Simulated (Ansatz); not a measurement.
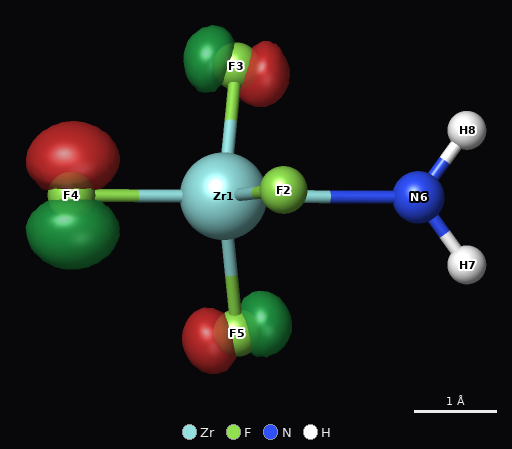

*F$_{4}$H$_{2}$NZr (doublet). The HOMO−1 (β) at ±0.3 Å⁻³ᐟ² (green and red are the two phases), seen at a tilt.*

Core potentials replace the inner electrons of Zr.

The calculation used UKS B3LYP-D4/def2-SVP (Ansatz).

Input

```
crystal:
  periodic: [false, false, false]
  atoms:
    - { symbol: Zr, position_ang: [-0.110182, 0.182275, 0.660191] }
    - { symbol: F, position_ang: [-1.144874, 1.332829, 1.862767] }
    - { symbol: F, position_ang: [1.787418, 0.454726, 0.621294] }
    - { symbol: F, position_ang: [-0.632925, 0.934796, -1.02428] }
    - { symbol: F, position_ang: [-0.716965, -1.627958, 0.487988] }
    - { symbol: "N", position_ang: [0.266672, -0.39738, 2.967634] }
    - { symbol: H, position_ang: [-0.347527, -0.982831, 3.555899] }
    - { symbol: H, position_ang: [0.900282, 0.103542, 3.610607] }
magnetization:
  spin_polarized: true
  initial_magnetization: 1
basis:
  gaussian: { orbitals: def2-SVP }
hamiltonian:
  xc: b3lyp
  dispersion: d4
relax:
  f_tol: 0.03
  max_steps: 50
output:
  orbitals: {}
```

Launched as:

```sh
ansatz run input.yaml --threads 4 --pin off --max-ram 5120MiB --backend cpu --events-out ev --progress --plain --runs-dir out
```

The fields are those of the run's last geometry, not of the input's.

### Describe this orbital and give its energy.

By Hirshfeld shares it lies mainly on F4 (about 60 %), F3 (about 20 %) and F5 (about 20 %). Its energy is −10.59 eV.
